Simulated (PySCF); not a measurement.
**Geometry relaxation of C4H6BNO2**

C4H6BNO2, computed with PBE0-D3(BJ)/def2-SVP geometry optimisation, gas phase (PySCF 2.14.0).

It belongs to a series of runs on one base structure; here: H on C replaced by CH=NMe.

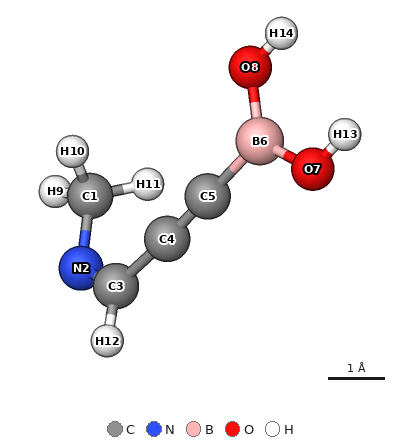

Fig. 1: The structure as given in the input (ball-and-stick view, seen at a tilt; atoms are numbered from 1 in the order of the input).

### Results in brief

```tsv
quantity	value
outcome	converged
total energy	−385.395382 hartree
dipole moment	4.46 D
point group	C1
hardware	1 CPU thread, shared host
wall time	96 s
peak memory	0.53 GiB
```

### Input file
```
{"job": {"xc": "PBE0", "basis": "def2-SVP", "d3": "d3bj", "grid": 1, "shake": 0.01, "kind": "geom"}, "charge": 0, "multiplicity": 1}
C     -2.552040     0.192990     0.387940
N     -2.478190    -1.166960     0.001750
C     -1.366480    -1.668170    -0.284900
C     -0.066340    -0.986990    -0.261830
C      0.909410    -0.334210    -0.222770
B      2.196930     0.500990    -0.153290
O      3.280250     0.060690    -0.859480
O      2.200050     1.621790     0.607920
H     -3.625290     0.445880     0.584960
H     -1.998370     0.422910     1.299530
H     -2.198510     0.875150    -0.391250
H     -1.322900    -2.713280    -0.550760
H      4.040850     0.599210    -0.823720
H      2.973480     2.134920     0.658170
```

The first line tells a small driver script what to run in PySCF; the rest is the geometry in Å.

Run as:
```bash
OMP_NUM_THREADS=1 python <driver script> task.json out
```

### What the program printed
```
step   0  E = -385.38385707  max force = 0.106027
step   1  E = -385.39288204  max force = 0.015579
step   2  E = -385.39261329  max force = 0.011276
step   3  E = -385.39347127  max force = 0.003594
step   4  E = -385.39362125  max force = 0.002147
step   5  E = -385.39368246  max force = 0.001797
step   6  E = -385.39376169  max force = 0.001114
step   7  E = -385.39395696  max force = 0.002070
step   8  E = -385.39418512  max force = 0.004626
step   9  E = -385.39446833  max force = 0.004854
step  10  E = -385.39519465  max force = 0.001924
step  11  E = -385.39530292  max force = 0.001193
step  12  E = -385.39530880  max force = 0.000959
step  13  E = -385.39536726  max force = 0.000573
step  14  E = -385.39538178  max force = 0.000400
optimisation converged
```

### Trajectory as extended XYZ (Å, eV, eV/Å), 15 frames, from step=0 to step=14
```
14
Properties=species:S:1:pos:R:3:forces:R:3 step=0 energy=-10486.82890
C    -2.5520    0.1930    0.3879   -1.5425   0.7375   0.1846
N    -2.4782   -1.1670    0.0018   -0.7841  -0.0990   0.1201
C    -1.3665   -1.6682   -0.2849    2.1200   0.0935  -0.0664
C    -0.0663   -0.9870   -0.2618   -5.4521  -2.9347  -0.1557
C     0.9094   -0.3342   -0.2228    4.3911   2.7925   0.2176
B     2.1969    0.5010   -0.1533    0.6270  -0.0297  -0.2009
O     3.2803    0.0607   -0.8595   -1.5936  -1.0077  -0.0702
O     2.2001    1.6218    0.6079   -1.8618  -0.7999   0.1313
H    -3.6253    0.4459    0.5850    0.6043  -0.0093  -0.0800
H    -1.9984    0.4229    1.2995    0.3660  -0.0298   0.3201
H    -2.1985    0.8751   -0.3912    0.2116   0.1678  -0.2378
H    -1.3229   -2.7133   -0.5508   -0.0497  -0.7583  -0.2713
H     4.0408    0.5992   -0.8237    1.3626   0.9839   0.1063
H     2.9735    2.1349    0.6582    1.6012   0.8929   0.0024
14
Properties=species:S:1:pos:R:3:forces:R:3 step=1 energy=-10487.07448
C    -2.5885    0.0362    0.4952    0.1564  -0.0756  -0.0634
N    -2.4380   -1.3523    0.1380    0.1380  -0.1427   0.0458
C    -1.2816   -1.7796   -0.2002   -0.4534   0.1472  -0.1325
C    -0.1103   -0.9652   -0.2782    0.8011   0.1908   0.1820
C     0.9031   -0.2744   -0.2530   -0.6589  -0.3057  -0.0974
B     2.1349    0.6475   -0.2245   -0.0919   0.1098   0.0951
O     3.1512    0.3562   -1.0712    0.6150   0.2572  -0.1114
O     2.1011    1.6936    0.6459    0.4365   0.2353   0.0798
H    -3.6493    0.2796    0.6097   -0.1473   0.0161   0.0493
H    -2.0739    0.2465    1.4511   -0.0510   0.0085  -0.0368
H    -2.1500    0.7155   -0.2566    0.0302   0.0223   0.0092
H    -1.1883   -2.8450   -0.4709    0.0627   0.1024   0.0459
H     3.9153    0.9556   -1.0409   -0.4356  -0.3021  -0.0014
H     2.9064    2.2344    0.6842   -0.4019  -0.2635  -0.0643
14
Properties=species:S:1:pos:R:3:forces:R:3 step=2 energy=-10487.06717
C    -2.7238   -0.0025    0.5026    0.0513   0.0196   0.0094
N    -2.4486   -1.3694    0.1404    0.3150   0.3198  -0.0653
C    -1.2614   -1.6975   -0.1937   -0.1496  -0.5798  -0.0912
C    -0.0649   -0.9102   -0.2531   -0.2205   0.3420   0.2145
C     0.9570   -0.2411   -0.2394   -0.0950  -0.0029  -0.0986
B     2.2166    0.6502   -0.2329   -0.0165  -0.0082   0.0607
O     3.2193    0.3384   -1.0953    0.0614   0.0133  -0.0296
O     2.2303    1.6904    0.6446    0.0810   0.0060   0.0072
H    -3.8082    0.1432    0.6083    0.0204   0.0181   0.0030
H    -2.2471    0.2464    1.4670   -0.0232   0.0093   0.0244
H    -2.3361    0.7216   -0.2361    0.0054  -0.0066   0.0027
H    -1.1254   -2.7552   -0.4644    0.0976  -0.0708  -0.0253
H     3.9852    0.9213   -1.0700   -0.0632  -0.0356   0.0007
H     3.0391    2.2130    0.6504   -0.0643  -0.0240  -0.0125
14
Properties=species:S:1:pos:R:3:forces:R:3 step=3 energy=-10487.09052
C    -2.6578    0.0151    0.4956   -0.0150  -0.0065   0.0070
N    -2.4424   -1.3639    0.1378    0.0677   0.1196  -0.0598
C    -1.2731   -1.7380   -0.2036   -0.0505  -0.1848   0.0018
C    -0.0882   -0.9331   -0.2512   -0.0940   0.0361   0.0941
C     0.9235   -0.2517   -0.2343    0.0404   0.1025  -0.0828
B     2.1754    0.6509   -0.2238   -0.0240  -0.0314   0.0312
O     3.1816    0.3471   -1.0865   -0.0478  -0.0368  -0.0039
O     2.1804    1.6906    0.6541    0.0022  -0.0464   0.0045
H    -3.7349    0.2065    0.6092    0.0352   0.0066  -0.0032
H    -2.1646    0.2490    1.4553   -0.0095   0.0046   0.0213
H    -2.2460    0.7191   -0.2495    0.0051  -0.0116   0.0067
H    -1.1457   -2.7973   -0.4742    0.0360  -0.0193  -0.0102
H     3.9407    0.9353   -1.0599    0.0320   0.0318   0.0010
H     2.9832    2.2188    0.6595    0.0221   0.0356  -0.0078
14
Properties=species:S:1:pos:R:3:forces:R:3 step=4 energy=-10487.09460
C    -2.6371    0.0177    0.4974   -0.0089   0.0126  -0.0755
N    -2.4457   -1.3573    0.1128    0.0067  -0.0140   0.1104
C    -1.2768   -1.7509   -0.2055   -0.0121   0.0179  -0.0768
C    -0.0972   -0.9363   -0.2427    0.0264  -0.0601   0.1018
C     0.9097   -0.2472   -0.2283   -0.0219   0.0591  -0.0400
B     2.1613    0.6533   -0.2188   -0.0135  -0.0139  -0.0090
O     3.1633    0.3394   -1.0825   -0.0008  -0.0002  -0.0019
O     2.1707    1.7001    0.6503    0.0110  -0.0256   0.0083
H    -3.7107    0.2388    0.5733   -0.0043   0.0013  -0.0007
H    -2.1773    0.2142    1.4821   -0.0113  -0.0227  -0.0006
H    -2.1752    0.7261   -0.2129    0.0080   0.0188   0.0087
H    -1.1474   -2.8100   -0.4768    0.0005   0.0067  -0.0201
H     3.9241    0.9267   -1.0634    0.0145   0.0103   0.0008
H     2.9703    2.2339    0.6433    0.0055   0.0098  -0.0052
14
Properties=species:S:1:pos:R:3:forces:R:3 step=5 energy=-10487.09626
C    -2.6384    0.0183    0.4922    0.0034  -0.0040  -0.0071
N    -2.4442   -1.3594    0.1200   -0.0415  -0.0316   0.0105
C    -1.2761   -1.7541   -0.1990    0.0257   0.0924  -0.0411
C    -0.0983   -0.9355   -0.2242    0.0285  -0.0769   0.0261
C     0.9054   -0.2418   -0.2162   -0.0060   0.0404  -0.0257
B     2.1604    0.6536   -0.2155    0.0130  -0.0086  -0.0063
O     3.1496    0.3467   -1.0970   -0.0224  -0.0086  -0.0056
O     2.1895    1.6896    0.6657   -0.0155  -0.0128   0.0079
H    -3.7124    0.2420    0.5523   -0.0067  -0.0026  -0.0058
H    -2.1944    0.2161    1.4837   -0.0087  -0.0032   0.0092
H    -2.1638    0.7240   -0.2126    0.0097  -0.0008   0.0085
H    -1.1441   -2.8091   -0.4844   -0.0108  -0.0011   0.0270
H     3.9119    0.9319   -1.0811    0.0167   0.0096   0.0019
H     2.9870    2.2260    0.6446    0.0148   0.0079   0.0005
14
Properties=species:S:1:pos:R:3:forces:R:3 step=6 energy=-10487.09842
C    -2.6537    0.0149    0.4935   -0.0010   0.0054  -0.0161
N    -2.4465   -1.3582    0.1134   -0.0261  -0.0268   0.0176
C    -1.2733   -1.7456   -0.1957    0.0362   0.0573  -0.0064
C    -0.0951   -0.9273   -0.2075   -0.0091  -0.0360  -0.0145
C     0.9069   -0.2311   -0.2079    0.0159   0.0189  -0.0132
B     2.1683    0.6550   -0.2181    0.0322  -0.0113  -0.0010
O     3.1460    0.3445   -1.1117   -0.0436  -0.0083  -0.0020
O     2.2172    1.6856    0.6682   -0.0338  -0.0007   0.0025
H    -3.7294    0.2395    0.5103    0.0037   0.0002  -0.0089
H    -2.2559    0.1955    1.5076   -0.0099  -0.0076   0.0113
H    -2.1463    0.7310   -0.1774    0.0101  -0.0021   0.0097
H    -1.1339   -2.7998   -0.4805   -0.0172  -0.0052   0.0145
H     3.9130    0.9237   -1.0996    0.0192   0.0089   0.0010
H     3.0148    2.2208    0.6338    0.0233   0.0073   0.0056
14
Properties=species:S:1:pos:R:3:forces:R:3 step=7 energy=-10487.10373
C    -2.6890    0.0088    0.4976    0.0134   0.0230  -0.0220
N    -2.4508   -1.3522    0.0981    0.0188   0.0038   0.0764
C    -1.2638   -1.7239   -0.1751    0.0140  -0.0505  -0.0087
C    -0.0862   -0.9052   -0.1571   -0.0361   0.0921  -0.1064
C     0.9093   -0.1998   -0.1866    0.0101  -0.0813   0.0559
B     2.1873    0.6595   -0.2272    0.0358   0.0008  -0.0098
O     3.1210    0.3407   -1.1640    0.0114   0.0394   0.0127
O     2.2956    1.6721    0.6742   -0.0156   0.0435  -0.0148
H    -3.7478    0.2611    0.3435    0.0020   0.0076  -0.0133
H    -2.4790    0.1179    1.5761   -0.0310  -0.0138   0.0081
H    -2.0561    0.7462   -0.0284    0.0091  -0.0065   0.0070
H    -1.1098   -2.7757   -0.4620   -0.0080  -0.0077   0.0054
H     3.9052    0.8982   -1.1677   -0.0206  -0.0235  -0.0040
H     3.0964    2.2008    0.6070   -0.0034  -0.0268   0.0137
14
Properties=species:S:1:pos:R:3:forces:R:3 step=8 energy=-10487.10994
C    -2.7373    0.0030    0.5090    0.0268  -0.0116   0.0244
N    -2.4511   -1.3391    0.0859    0.0931   0.0606   0.1368
C    -1.2481   -1.6918   -0.1402   -0.0451  -0.1666   0.0231
C    -0.0713   -0.8727   -0.0919   -0.1059   0.2379  -0.2115
C     0.9151   -0.1573   -0.1665    0.0863  -0.1933   0.1080
B     2.2164    0.6631   -0.2510    0.0306   0.0397   0.0016
O     3.0945    0.3443   -1.2404    0.0378   0.0414   0.0019
O     2.4030    1.6455    0.6705    0.0081   0.0965   0.0003
H    -3.6913    0.3305    0.0698    0.0078   0.0211  -0.0325
H    -2.8855   -0.0073    1.6031   -0.0511  -0.0021  -0.0069
H    -1.9476    0.7445    0.2887    0.0021  -0.0254  -0.0327
H    -1.0765   -2.7433   -0.4193    0.0059  -0.0015  -0.0315
H     3.9001    0.8717   -1.2596   -0.0679  -0.0457  -0.0032
H     3.2118    2.1575    0.5703   -0.0284  -0.0511   0.0222
14
Properties=species:S:1:pos:R:3:forces:R:3 step=9 energy=-10487.11765
C    -2.7469    0.0016    0.5134    0.0249  -0.0167   0.0312
N    -2.4478   -1.3402    0.1024    0.1060   0.0468   0.1215
C    -1.2434   -1.6869   -0.1266   -0.0623  -0.1673   0.0107
C    -0.0676   -0.8646   -0.0898   -0.1096   0.2496  -0.1958
C     0.9201   -0.1511   -0.1708    0.0569  -0.1882   0.1311
B     2.2236    0.6667   -0.2566   -0.0113   0.0270   0.0041
O     3.0844    0.3549   -1.2629    0.0615   0.0544   0.0067
O     2.4255    1.6354    0.6770    0.0215   0.0546  -0.0235
H    -3.6521    0.3481   -0.0080    0.0106   0.0210  -0.0271
H    -3.0002   -0.0185    1.5880   -0.0351   0.0022  -0.0225
H    -1.9290    0.7312    0.3703    0.0020  -0.0070  -0.0233
H    -1.0711   -2.7389   -0.4035    0.0219  -0.0010  -0.0227
H     3.8946    0.8746   -1.2865   -0.0552  -0.0333  -0.0058
H     3.2419    2.1362    0.5820   -0.0319  -0.0421   0.0155
14
Properties=species:S:1:pos:R:3:forces:R:3 step=10 energy=-10487.13741
C    -2.7294    0.0080    0.5315    0.0089   0.0513  -0.0542
N    -2.4320   -1.3556    0.2165   -0.0014  -0.0989   0.0192
C    -1.2447   -1.7058   -0.0831   -0.0551   0.0009  -0.0712
C    -0.0796   -0.8668   -0.1562   -0.0019   0.0646   0.0034
C     0.9272   -0.1795   -0.2310    0.0146  -0.0611   0.0092
B     2.2194    0.6637   -0.2885   -0.0821   0.0512   0.0409
O     3.0744    0.4424   -1.3219   -0.0235  -0.0670  -0.0243
O     2.4107    1.5754    0.7047    0.0236  -0.0682   0.0066
H    -3.4720    0.3790   -0.1956    0.0099   0.0038   0.0146
H    -3.2262    0.0534    1.5158    0.0593  -0.0140  -0.0278
H    -1.8531    0.6805    0.5210   -0.0185   0.0735   0.0643
H    -1.0860   -2.7655   -0.3365    0.0666  -0.0052   0.0328
H     3.8719    0.9782   -1.3251    0.0100   0.0340   0.0067
H     3.2514    2.0410    0.6768   -0.0103   0.0353  -0.0201
14
Properties=species:S:1:pos:R:3:forces:R:3 step=11 energy=-10487.14036
C    -2.7248    0.0057    0.5300   -0.0542   0.0170  -0.0064
N    -2.4296   -1.3580    0.2069    0.0130  -0.0307  -0.0167
C    -1.2411   -1.7072   -0.0863    0.0202  -0.0007   0.0117
C    -0.0781   -0.8656   -0.1429   -0.0463   0.0305  -0.0344
C     0.9261   -0.1759   -0.2178    0.0261  -0.0317   0.0614
B     2.2155    0.6667   -0.2813   -0.0549   0.0137  -0.0017
O     3.0520    0.4406   -1.3291    0.0015  -0.0028  -0.0030
O     2.4245    1.5734    0.7124    0.0090  -0.0536  -0.0162
H    -3.4285    0.3990   -0.2236    0.0178   0.0043   0.0028
H    -3.2710    0.0298    1.4870    0.0236   0.0149   0.0139
H    -1.8492    0.6780    0.5876   -0.0005  -0.0066   0.0032
H    -1.0695   -2.7668   -0.3317    0.0124  -0.0079  -0.0011
H     3.8494    0.9765   -1.3446    0.0267   0.0273  -0.0036
H     3.2564    2.0523    0.6620    0.0057   0.0264  -0.0100
14
Properties=species:S:1:pos:R:3:forces:R:3 step=12 energy=-10487.14052
C    -2.7003    0.0045    0.5269    0.0360   0.0077  -0.0348
N    -2.4272   -1.3662    0.2014   -0.0367   0.0339  -0.0008
C    -1.2440   -1.7235   -0.1039    0.0191   0.0118   0.0359
C    -0.0816   -0.8831   -0.1591    0.0040  -0.0011  -0.0362
C     0.9239   -0.1946   -0.2163    0.0103  -0.0072   0.0493
B     2.1996    0.6664   -0.2721   -0.0127  -0.0135  -0.0247
O     3.0489    0.4421   -1.3105    0.0271   0.0395  -0.0028
O     2.3864    1.5845    0.7148    0.0011  -0.0135  -0.0139
H    -3.4872    0.3807   -0.1476   -0.0122  -0.0247   0.0109
H    -3.1205    0.0519    1.5442   -0.0338  -0.0240   0.0166
H    -1.8291    0.6828    0.4703    0.0027  -0.0171   0.0060
H    -1.0735   -2.7832   -0.3501   -0.0208  -0.0037   0.0024
H     3.8346    0.9959   -1.3263    0.0137   0.0053  -0.0053
H     3.2021    2.0901    0.6567    0.0023   0.0065  -0.0026
14
Properties=species:S:1:pos:R:3:forces:R:3 step=13 energy=-10487.14211
C    -2.7118   -0.0004    0.5314    0.0175  -0.0127   0.0086
N    -2.4262   -1.3681    0.2067    0.0001   0.0177  -0.0058
C    -1.2396   -1.7204   -0.0919   -0.0030  -0.0005   0.0078
C    -0.0775   -0.8791   -0.1505   -0.0034   0.0178  -0.0123
C     0.9293   -0.1925   -0.2147    0.0243  -0.0295   0.0083
B     2.2071    0.6658   -0.2811    0.0106   0.0251  -0.0113
O     3.0503    0.4589   -1.3282   -0.0019   0.0066  -0.0160
O     2.4041    1.5736    0.7129    0.0096   0.0145   0.0197
H    -3.4577    0.3848   -0.1833   -0.0076  -0.0091  -0.0009
H    -3.1944    0.0334    1.5217   -0.0142  -0.0056   0.0025
H    -1.8369    0.6753    0.5347    0.0051  -0.0102  -0.0063
H    -1.0675   -2.7802   -0.3376   -0.0080   0.0019   0.0054
H     3.8354    1.0146   -1.3413   -0.0173  -0.0106   0.0014
H     3.2176    2.0826    0.6498   -0.0118  -0.0054  -0.0009
14
Properties=species:S:1:pos:R:3:forces:R:3 step=14 energy=-10487.14250
C    -2.7154   -0.0096    0.5357   -0.0112  -0.0114   0.0200
N    -2.4202   -1.3759    0.2179    0.0066  -0.0018  -0.0205
C    -1.2321   -1.7223   -0.0809    0.0057  -0.0025  -0.0016
C    -0.0728   -0.8767   -0.1446   -0.0163   0.0019   0.0048
C     0.9345   -0.1910   -0.2108    0.0149  -0.0060   0.0062
B     2.2081    0.6734   -0.2848    0.0044   0.0060  -0.0098
O     3.0340    0.4822   -1.3489   -0.0147   0.0081  -0.0020
O     2.4186    1.5679    0.7187    0.0035  -0.0024   0.0063
H    -3.4285    0.3783   -0.2108    0.0020   0.0031  -0.0009
H    -3.2447    0.0209    1.5021    0.0063   0.0063   0.0001
H    -1.8396    0.6635    0.5784    0.0004  -0.0027  -0.0069
H    -1.0566   -2.7818   -0.3253    0.0027  -0.0001   0.0071
H     3.8181    1.0384   -1.3668   -0.0026   0.0002  -0.0018
H     3.2287    2.0811    0.6486   -0.0017   0.0012  -0.0009
```

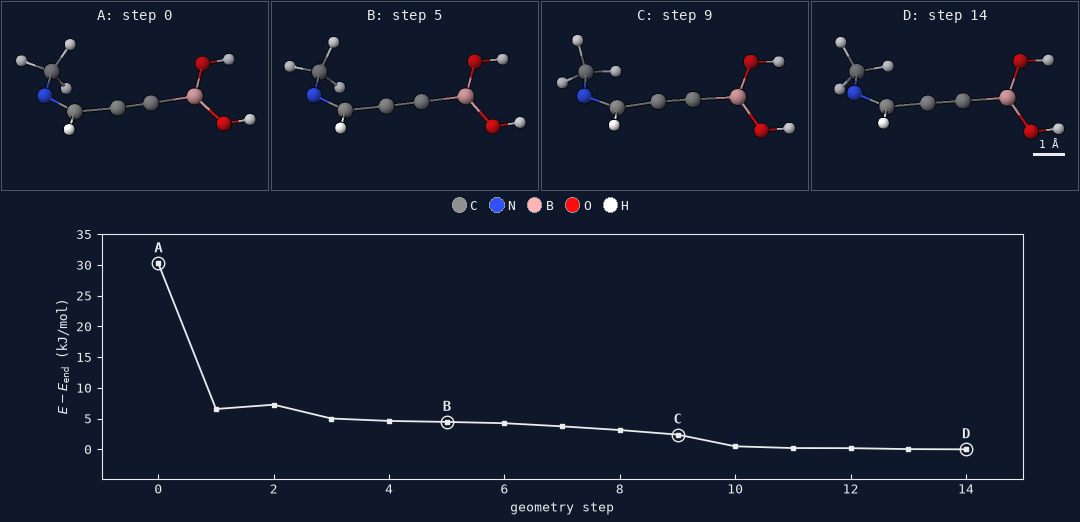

Fig. 2: Frames of the relaxation (ball-and-stick view, seen at a tilt) above the curves, on which the letters mark them (steps are counted from 0).

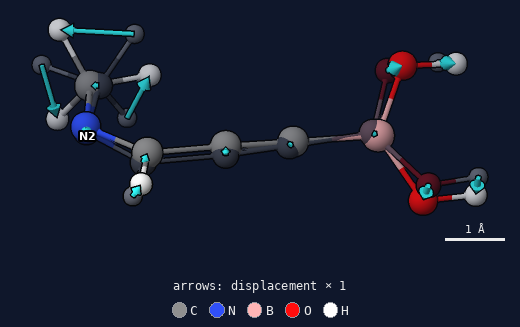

Fig. 3: Start (faint) and end (solid) with the displacements as teal arrows, at true length (ball-and-stick view, seen at a tilt). The two geometries are laid on each other by the best rigid fit. After 14 geometry steps the energy has fallen by 30.3 kJ/mol. Largest force component: 5.5 eV/Å at the start, 0.021 eV/Å at the end. The largest move after the best rigid fit is that of H10, 1.29 Å. By element the largest moves are H 1.29 Å, O 0.43 Å, C 0.19 Å, N 0.13 Å, B 0.11 Å. Distances before and after: C4–C5 1.175 → 1.220 Å, C3–C4 1.468 → 1.436 Å, O7–H13 0.933 → 0.962 Å, C3–H12 1.079 → 1.101 Å. Among the angles that change: N2–C1–H10 113.8° → 108.6°, C3–C4–C5 173.8° → 178.1°, B6–O8–H14 119.3° → 115.3°. (Atoms are counted from 1 in the order of the input.)
